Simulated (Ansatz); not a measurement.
# TiOs (Pm-3m): Grüneisen parameters

Wanted: mode Grüneisen parameters of TiOs (Pm-3m).

Calculated with Ansatz 0.2.0; DFT PBEsol, scalar-relativistic, plane waves, PAW; PAW set soft_1.

## (1) The structure

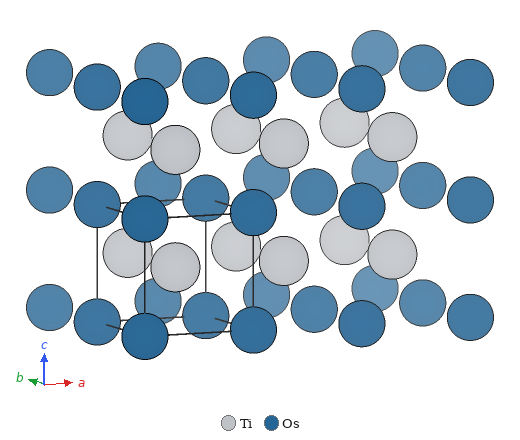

Start, viewed slightly off an axis; titanium light grey, osmium blue. 3×2×2 cells are drawn. Some periodic images of atoms are drawn too.

As a file:

```cif
data_structure
_symmetry_space_group_name_H-M 'Pm-3m'
_symmetry_Int_Tables_number 221
_cell_length_a 3.0617
_cell_length_b 3.0617
_cell_length_c 3.0617
_cell_angle_alpha 90.000
_cell_angle_beta 90.000
_cell_angle_gamma 90.000
_cell_volume 28.70
loop_
_atom_site_label
_atom_site_type_symbol
_atom_site_symmetry_multiplicity
_atom_site_Wyckoff_symbol
_atom_site_fract_x
_atom_site_fract_y
_atom_site_fract_z
_atom_site_occupancy
Ti1 Ti 1 b 0.50000 0.50000 0.50000 1
Os1 Os 1 a 0.00000 0.00000 0.00000 1
```

## (2) Phonons on a q mesh

The cell comes from relaxations at this level that are not shown. Stability and thermal properties need the whole zone. Linear response on a 4×4×4 q mesh gives force constants as far as a supercell of that size would.

input.yaml reads:

```yaml
crystal:
  lattice:
    - [3.0617155614, 0.0, 0.0]
    - [0.0, 3.0617155614, 0.0]
    - [0.0, 0.0, 3.0617155614]
  atoms:
    - { symbol: Ti, position: [0.5, 0.5, 0.5] }
    - { symbol: Os, position: [0.0, 0.0, 0.0] }
kpoints:
  mp_grid: { grid: [16, 16, 16] }
hamiltonian:
  xc: pbesol
  pseudopotentials: { kind: paw, azcp: { folder: soft_1 }, xc_functional: pbe }
scf:
  occupations: { method: methfessel_paxton, width: 0.2 }
output:
  eigenvalues: true
phonons:
  method: dfpt
  qmesh: [4, 4, 4]
  temperatures: { t_max: 1000, t_step: 50 }
  qpath:
    path:
      - [[0.0, 0.0, 0.0], [0.0, 0.5, 0.0], [0.5, 0.5, 0.0], [0.0, 0.0, 0.0], [0.5, 0.5, 0.5], [0.0, 0.5, 0.0]]
      - [[0.5, 0.5, 0.5], [0.5, 0.5, 0.0]]
    npoints: 10
```

Started as:

```bash
ansatz run input.yaml --threads 4 --pin off --max-ram 10240MiB --backend cpu --events-out ev --progress --plain --runs-dir out
```

Numbers of over 12 decimals in the logs are rounded to 6 here.

The log of the run:

```text
Engine: ansatz 0.2.0, aarch64-unknown-linux-gnu
Pseudopotentials: kind: paw
Pseudopotential: Ti, paw, valence charge 12, recommended cutoff 420 eV (normal), soft_1/Ti.paw.azcp
Pseudopotential: Os, paw, valence charge 16, recommended cutoff 420 eV (normal), soft_1/Os.paw.azcp
Functional definition: PBEsol
  exchange = pbesol_x
  correlation = pbesol_c
Crystal: 2 atoms, lattice volume = 28.701 Å³
Basis set: ecut = 420 eV, 587 PW (Γ), exchange–correlation on 48×48×48 points (8 copies of the dense FFT grid, shifted against one another)
Bands: 18, of which v1, the nominal top of the filled ones, is band 14 counted from 1 (13 counted from 0)
Symmetry: 48 space group operations
k-points: 165 of 4096
Non-local potential: Ti, projectors of the file, l = 0: 3, l = 1: 2, l = 2: 3, l = 3: 1
Non-local potential: Os, projectors of the file, l = 0: 3, l = 1: 2, l = 2: 2, l = 3: 1
PAW form: soft (Blöchl's): semilocal exchange-correlation on the pseudo side does not see the compensation charge
PAW frozen core: Ti, regenerated for the run's functional, and the local potential with it (the file was generated under x = pbe(κ = 0.804, μ = 0.219515), c = pbe(β = 0.066725))
PAW frozen core: Os, regenerated for the run's functional, and the local potential with it (the file was generated under x = pbe(κ = 0.804, μ = 0.219515), c = pbe(β = 0.066725))
PAW one-centre angular grid: Ti, 590 points (default); XC on 64 Gauss nodes
PAW one-centre angular grid: Os, 590 points (default); XC on 64 Gauss nodes
Initial density: superposition of atomic densities (chi_scale 0.1, normalization cell, long waves kept (reshape's long-wave potential 0.00 eV rms))
Initial wavefunctions: pseudopotential atomic-orbital guess
Functional: x = pbesol(κ = 0.804, μ = 0.123457), c = pbesol(β = 0.046)
SCF iter   1: F=—  HF=-13728.750533 eV  |F-HF|=—  |Δ(HF+E_count)|=         —  Δρ=1.29e-1  dr2=7.37e0  ethr=3.10e-3  ⟨swp⟩=3.9  Hψ=11292  notcnv=0
preconditioner: auto → none  [metal: Δε(μ)=0.010 eV  Ē_g=4.976 eV  σ=0.200 eV  W_gap=0.04  n_scr=6 (ndim 8)  ℏωp=24.0 eV  f_vac=0.000  D(μ)=0.80/eV (n_scr^D=6)  sad-step TF]
SCF iter   2: F=—  HF=-13728.138033 eV  |F-HF|=—  |Δ(HF+E_count)|=   6.13e-1  S|Δr|=    0.00e0  Δρ=9.27e-2  dr2=4.03e0  ethr=3.10e-3  ⟨swp⟩=2.4  Hψ=5716  notcnv=0
SCF iter   3: F=—  HF=-13727.654830 eV  |F-HF|=—  |Δ(HF+E_count)|=   4.83e-1  S|Δr|=    0.00e0  Δρ=1.42e-2  dr2=9.23e-2  ethr=3.10e-3  ⟨swp⟩=2.1  Hψ=4713  notcnv=0
SCF iter   4: F=—  HF=-13727.639214 eV  |F-HF|=—  |Δ(HF+E_count)|=   1.56e-2  S|Δr|=    0.00e0  Δρ=3.29e-3  dr2=2.08e-3  ethr=3.29e-4  ⟨swp⟩=2.2  Hψ=5082  notcnv=0
SCF iter   5: F=—  HF=-13727.638815 eV  |F-HF|=—  |Δ(HF+E_count)|=   3.99e-4  S|Δr|=    0.00e0  Δρ=2.98e-4  dr2=1.30e-5  ethr=7.43e-6  ⟨swp⟩=2.4  Hψ=4494  notcnv=0
SCF iter   6: F=—  HF=-13727.638812 eV  |F-HF|=—  |Δ(HF+E_count)|=   2.99e-6  S|Δr|=    0.00e0  Δρ=2.73e-5  dr2=1.23e-7  ethr=4.65e-8  ⟨swp⟩=2.6  Hψ=4978  notcnv=0
SCF iter   7: F=—  HF=-13727.638817 eV  |F-HF|=—  |Δ(HF+E_count)|=   5.07e-6  S|Δr|=    0.00e0  Δρ=3.98e-6  dr2=2.89e-9  ethr=4.41e-10  ⟨swp⟩=2.4  Hψ=4755  notcnv=0
SCF iter   8: F=—  HF=-13727.638817 eV  |F-HF|=—  |Δ(HF+E_count)|=  7.02e-10  S|Δr|=    0.00e0  Δρ=4.28e-7  dr2=2.74e-11  ethr=1.03e-11  ⟨swp⟩=2.2  Hψ=4656  notcnv=0
SCF iter   9: F=-13727.638817 eV  HF=-13727.638817 eV  |F-HF|=1.82e-12  |Δ(HF+E_count)|=  9.09e-12  S|Δr|=    0.00e0  Δρ=4.64e-8  dr2=3.63e-13  ethr=1.00e-12  ⟨swp⟩=5.0  Hψ=11562  notcnv=0
the search or the solves at the SCF's close seem to have found levels that the self-consistency loop had missed (the run counts 4). By its estimate they hold under 1e-12 electrons; where the run keeps them, the occupations were computed again with them
SCF 1 converged in 9 iterations: F = -13727.638817 eV  dr2 = 3.63e-13
  greatest PAW one-centre occupation: 1.000 electrons in one spin orbital (limit 2), on the Os atom at site 1 (counted from 0), in its partial waves of l = 0
Initial density: read from a saved state, or passed on in memory by an earlier SCF of this step, an earlier step, the calling program or the single point that the run made first
iter 1 solved again at ethr=4.40e-9 eV; its pass at ethr=3.10e-3 eV (dr2=1.23e-6 eV) is discarded
SCF iter   1: F=—  HF=-13727.638817 eV  |F-HF|=—  |Δ(HF+E_count)|=         —  Δρ=7.55e-7  dr2=2.65e-10  ethr=4.40e-9  ⟨swp⟩=3.6  Hψ=22057  notcnv=0
preconditioner: auto → none  [metal: Δε(μ)=0.021 eV  Ē_g=5.043 eV  σ=0.200 eV  W_gap=0.09  n_scr=6 (ndim 8)  ℏωp=24.0 eV  f_vac=0.000  D(μ)=0.43/eV (n_scr^D=0)]
SCF iter   2: F=—  HF=-13727.638817 eV  |F-HF|=—  |Δ(HF+E_count)|=   2.51e-8  S|Δr|=    0.00e0  Δρ=4.77e-7  dr2=1.07e-10  ethr=1.00e-12  ⟨swp⟩=2.4  Hψ=5020  notcnv=0
SCF iter   3: F=—  HF=-13727.638817 eV  |F-HF|=—  |Δ(HF+E_count)|=  5.46e-12  S|Δr|=    0.00e0  Δρ=2.84e-7  dr2=3.66e-11  ethr=1.00e-12  ⟨swp⟩=1.0  Hψ=2970  notcnv=0
SCF iter   4: F=—  HF=-13727.638817 eV  |F-HF|=—  |Δ(HF+E_count)|=  1.09e-11  S|Δr|=    0.00e0  Δρ=1.67e-7  dr2=1.27e-11  ethr=1.00e-12  ⟨swp⟩=1.0  Hψ=2970  notcnv=0
SCF iter   5: F=-13727.638817 eV  HF=-13727.638817 eV  |F-HF|=3.64e-12  |Δ(HF+E_count)|=  1.82e-12  S|Δr|=    0.00e0  Δρ=7.83e-8  dr2=2.97e-12  ethr=1.00e-12  ⟨swp⟩=1.7  Hψ=3792  notcnv=0
SCF 2 converged in 5 iterations: F = -13727.638817 eV  dr2 = 2.97e-12
phonons: the bands overlap, so this run is a metal and interpolates without the dipole-dipole term. If the crystal is really an insulator or semiconductor, its LO-TO splitting is missing
NSCF: frozen V_eff on 165 k-points
NSCF: frozen V_eff on 405 k-points
DFPT response loops at q = (0, 0, 0) (fractional): preconditioner auto → Kerker (q_TF=auto, 2.717 Å⁻¹) (partly filled bands, converged f_vac=0.000); β = 1.00, the filter's whole step (`scf.mixing.beta` (0.50) is not read by the response loops under this deck's `scf.mixing.preconditioner`; to damp them name `kerker` or `kerker_dos`, under which they read `scf.mixing.beta`, and type it under 1.00, their step now; both keys bind the ground state too); Broyden in place of MSR1
NSCF: frozen V_eff on 2592 k-points
DFPT response loops at q = (0, 0, 0.25) (fractional): mixed as the last ones told, above
NSCF: frozen V_eff on 1458 k-points
DFPT response loops at q = (0, 0, -0.5) (fractional): mixed as the last ones told, above
NSCF: frozen V_eff on 4608 k-points
DFPT response loops at q = (0, 0.25, 0.25) (fractional): mixed as the last ones told, above
NSCF: frozen V_eff on 2592 k-points
DFPT response loops at q = (0, 0.25, -0.5) (fractional): mixed as the last ones told, above
NSCF: frozen V_eff on 1458 k-points
DFPT response loops at q = (0, -0.5, -0.5) (fractional): mixed as the last ones told, above
NSCF: frozen V_eff on 4352 k-points
DFPT response loops at q = (0.25, 0.25, 0.25) (fractional): mixed as the last ones told, above
NSCF: frozen V_eff on 4608 k-points
DFPT response loops at q = (0.25, 0.25, -0.5) (fractional): mixed as the last ones told, above
NSCF: frozen V_eff on 2592 k-points
DFPT response loops at q = (0.25, -0.5, -0.5) (fractional): mixed as the last ones told, above
NSCF: frozen V_eff on 810 k-points
DFPT response loops at q = (-0.5, -0.5, -0.5) (fractional): mixed as the last ones told, above
SCF converged after 9 iterations
Stability not checked: this state was not tested for a lower state beside it, because cold or Methfessel-Paxton smearing, or corrected tetrahedra, fill the levels in a way that the test cannot read (fill_not_monotonic; see scf.lower_state_search)
Free energy (F): -13727.638817 eV
Harris-Foulkes:  -13727.638817 eV  (|F-HF|=1.82e-12)
Internal energy: -13727.638768 eV  (E = F + TS)
E sigma→0 (E₀):  -13727.638805 eV
Entropy (-TS):   -0.000050 eV (-0.025 meV/atom)
Fermi energy:    20.565026 eV
--- Per-component energies (eV) ---
  E_band       = -218.151766
  E_kinetic    = 774.040045
  E_local      = -1743.258406  (includes V_loc(G=0)·N_el)
  E_nonlocal   = 261.389198
  E_hartree    = 653.867815
  E_xc         = -349.066473
  E_vxc        = -392.629671  (∫ρ·V_xc dr)
  E_paw        = -9932.014178  (= ΣΔE_a)
  E_vpaw       = -425.428975  (= ΣTr[D̂ρ^β])
  E_aug_tail   = 0.000383  (compensation charges beyond the density's cutoff)
  E_ewald      = -3392.984534
  E_core_change = 0.387382  (= ΣΔE_core)
  E_smearing   = -0.000050  (= −TS)
  E_closure    = 0.000000  (closes the sum)
  Σ components = -13727.638817   (vs F -13727.638817, Δ=0.00e0)
--- Band table (eV; the first three rows and the last of 165) ---
  k-point 0: bands = [... 10 lower, 15.1332, 19.2045, 19.2045, 19.2045, 22.4541, 22.4541, 24.3564, 24.3564]
  k-point 1: bands = [... 10 lower, 15.2008, 19.1881, 19.1881, 19.2370, 22.3630, 22.4862, 24.1533, 24.1533]
  k-point 2: bands = [... 10 lower, 15.3969, 19.1429, 19.1429, 19.3331, 22.1013, 22.5773, 23.6579, 23.6579]
  k-point 164: bands = [... 10 lower, 16.8261, 18.9711, 18.9711, 18.9711, 21.9371, 21.9371, 23.6554, 23.6554]
--- Phonons (Γ-DFPT): 2 representative perturbations + reference (Σ response iterations 6) ---
  ASR residual: 3.702e-5 → 0.000e0 eV/Å²; symmetrization residual: 7.812e-6 eV/Å²
  ASR residual per site (eV/Å²): 2.08e-5 3.70e-5
  Γ frequencies (cm⁻¹): 0.00 0.00 0.00 233.83 233.83 233.83
--- Phonons (arbitrary-q DFPT): 10 irreducible q on the 4×4×4 mesh ---
  q = [0.0000, 0.0000, 0.0000] (star 1, of the zone-centre solve; hermiticity 2.03e-6, symmetrization 2.40e-13): -0.00 0.00 0.00 233.83 233.83 233.83
  q = [0.0000, 0.0000, 0.2500] (star 6, 4 solved perturbations in 4032 linear systems a pass and spin channel, the states on 1296 of 4096 k-point pairs; hermiticity 6.53e-7, symmetrization 1.02e-13): 82.17 82.17 133.23 227.96 227.96 333.85
  q = [0.0000, 0.0000, -0.5000] (star 3, 4 solved perturbations in 2268 linear systems a pass and spin channel, the states on 729 of 4096 k-point pairs; hermiticity 4.00e-14, symmetrization 1.28e-13): 139.81 139.81 177.13 205.08 205.08 400.60
  q = [0.0000, 0.2500, 0.2500] (star 12, 4 solved perturbations in 7056 linear systems a pass and spin channel, the states on 2304 of 4096 k-point pairs; hermiticity 1.00e-6, symmetrization 2.83e-14): 108.85 112.70 159.48 222.67 277.57 321.73
  q = [0.0000, 0.2500, -0.5000] (star 12, 6 solved perturbations on 1296 of 4096 k-point pairs; hermiticity 6.98e-7, symmetrization 9.05e-15): 139.89 152.76 163.02 217.06 268.49 354.97
  q = [0.0000, -0.5000, -0.5000] (star 3, 4 solved perturbations in 2268 linear systems a pass and spin channel, the states on 729 of 4096 k-point pairs; hermiticity 4.31e-7, symmetrization 2.16e-13): 141.30 161.20 161.20 224.89 313.92 313.92
  q = [0.2500, 0.2500, 0.2500] (star 8, 2 solved perturbations on 2176 of 4096 k-point pairs; hermiticity 5.73e-7, symmetrization 7.70e-14): 135.49 135.49 163.68 276.94 276.94 306.04
  q = [0.2500, 0.2500, -0.5000] (star 12, 4 solved perturbations in 7056 linear systems a pass and spin channel, the states on 2304 of 4096 k-point pairs; hermiticity 4.01e-7, symmetrization 2.02e-13): 155.03 164.24 165.31 267.74 274.64 328.29
  q = [0.2500, -0.5000, -0.5000] (star 6, 4 solved perturbations in 4032 linear systems a pass and spin channel, the states on 1296 of 4096 k-point pairs; hermiticity 3.72e-7, symmetrization 1.10e-13): 170.24 170.24 171.01 275.84 312.77 312.77
  q = [-0.5000, -0.5000, -0.5000] (star 1, 2 solved perturbations on 405 of 4096 k-point pairs; hermiticity 1.74e-13, symmetrization 5.68e-13): 183.37 183.37 183.37 302.65 302.65 302.65
  sum rule: each row above includes the acoustic sum rule's correction from the zone centre's row sums; it moved no ω² by more than (0.34 cm⁻¹)²
  mesh force constants: q→R imaginary residual 1.34e-18; ASR residual 3.702e-5 → 0.000e0 eV/Å²; symmetrization residual 3.553e-15 eV/Å²
  interpolated dispersion: 62 rows × 6 modes
  density of states and harmonic sums: on the 20×20×20 q-mesh, interpolated from the force constants of a 4×4×4 supercell (no non-analytic term)
  largest difference from the sums on the solved wave vectors: F 1.16e-2 eV, S 1.56e-5 and C_V 4.01e-6 eV/K
  zero-point energy: 0.079072 eV/cell   skipped modes (ω ≤ 0): 3   left out of the sums: 6.25e-5 of the cell's modes: C_V's classical limit lies that fraction below 3 k_B per atom; for a crystal, a wire or a layer, F and S can be off by more, and a phonons.interpolated_qmesh denser along its periods is the remedy for the sampling
```

The job ended after 8.3 min (4 threads of Arm Neoverse V2, shared host; peak memory 3.1 GiB; 32 min of CPU time).

The column dr2 measures how far the density is from self-consistency, as an energy; F and HF (Harris–Foulkes) agree once it is small.

This step gave:

* volume per atom: 14.35 Å³
* gap on the k-mesh: 0 eV
* sum-rule residual before enforcement: 3.70e-5 eV/Å²
* lowest frequency on the path: 0 cm⁻¹
* point group: m-3m
* highest frequency on the path or at a solved wavevector: 400.6 cm⁻¹
* mean frequency: 212.6 cm⁻¹
* Debye temperature (second moment): 421 K
* logarithmic mean frequency: 197.3 cm⁻¹
* highest optical mode at the zone centre (no LO-TO term): 233.8 cm⁻¹
* lowest optical zone-centre mode: 233.8 cm⁻¹
* lowest mode on the q mesh (acoustic modes at Γ apart): 82.17 cm⁻¹
* zero-point energy per atom: 39.54 meV
* heat capacity at 300 K: 22.68 J/(mol atoms K)
* vibrational entropy at 300 K: 27.50 J/(mol atoms K)
* edges of the widest gap between branches, on path and mesh: 183.4, 205.1 cm⁻¹

Frequencies (cm⁻¹) solved at each irreducible wavevector; negative means imaginary. Frequencies by wavevector, by row:

```
q in reciprocal lattice units  star  mode 1  mode 2  mode 3  mode 4  mode 5  mode 6
                        0 0 0     1       0       0       0   233.8   233.8   233.8
                     0 0 0.25     6    82.2    82.2   133.2     228     228   333.9
                     0 0 -0.5     3   139.8   139.8   177.1   205.1   205.1   400.6
                  0 0.25 0.25    12   108.8   112.7   159.5   222.7   277.6   321.7
                  0 0.25 -0.5    12   139.9   152.8     163   217.1   268.5     355
                  0 -0.5 -0.5     3   141.3   161.2   161.2   224.9   313.9   313.9
               0.25 0.25 0.25     8   135.5   135.5   163.7   276.9   276.9     306
               0.25 0.25 -0.5    12     155   164.2   165.3   267.7   274.6   328.3
               0.25 -0.5 -0.5     6   170.2   170.2     171   275.8   312.8   312.8
               -0.5 -0.5 -0.5     1   183.4   183.4   183.4   302.6   302.6   302.6
```

Symmetry leaves 10 wavevectors to solve. The lowest mode among them, the acoustic zeros apart, lies at q = (0, 0, 0.25) and is real, 82.2 cm⁻¹.

## (3) Relaxing at another volume, volume ratio 0.97

The volume is scaled by 0.97 and held; symmetry leaves nothing to relax, so this is a single point. The modes can then be followed against volume.

input.yaml, the sections that differ from step 2:

```yaml
crystal:
  lattice:
    - [3.030787027, 0.0, 0.0]
    - [0.0, 3.030787027, 0.0]
    - [0.0, 0.0, 3.030787027]
  atoms:
    - { symbol: Ti, position: [0.5, 0.5, 0.5] }
    - { symbol: Os, position: [0.0, 0.0, 0.0] }
output:
  forces: true
  stress: true
  eigenvalues: true
# kpoints, hamiltonian, scf: as in step 2
# phonons: removed
```

The log of the run:

```text
[...]
Crystal: 2 atoms, lattice volume = 27.840 Å³
Basis set: ecut = 420 eV, 515 PW (Γ), exchange–correlation on 48×48×48 points (8 copies of the dense FFT grid, shifted against one another)
Bands: 18, of which v1, the nominal top of the filled ones, is band 14 counted from 1 (13 counted from 0)
Symmetry: 48 space group operations
[...]
k-points: 165 of 4096
[...]
--- Band table (eV; the first three rows and the last of 165) ---
  k-point 0: bands = [... 10 lower, 15.6429, 19.8966, 19.8966, 19.8966, 23.2644, 23.2644, 25.2644, 25.2644]
  k-point 1: bands = [... 10 lower, 15.7145, 19.8796, 19.8796, 19.9304, 23.1676, 23.2985, 25.0501, 25.0501]
  k-point 2: bands = [... 10 lower, 15.9229, 19.8330, 19.8330, 20.0304, 22.8896, 23.3953, 24.5293, 24.5293]
  k-point 164: bands = [... 10 lower, 17.4644, 19.6638, 19.6638, 19.6638, 22.7635, 22.7635, 24.5219, 24.5219]
[key lines of the parts left out:]
SCF converged after 7 iterations
Free energy (F): -13727.616160 eV
Fermi energy:    21.312115 eV
P = ⅓ Tr σ = 8.6645 GPa (86.645 kbar)
```

It took 1.4 s on 4 threads; peak memory 0.37 GiB.

This step gave:

```
pressure        : 8.664 GPa
volume per atom : 13.92 Å³
```

The run ends at a pressure of 8.66 GPa.

(Part 1 of 2 ends here.)

[Logs are printed without paths, hosts, clocks, repeated set-up lines and the standing remarks that a program may print on its own settings, such as how far it seeks lower states.]

[Hosts, paths, dates, database ids (printed as entryN), source tags and the programs' standing remarks are cut or masked in the printed files.]
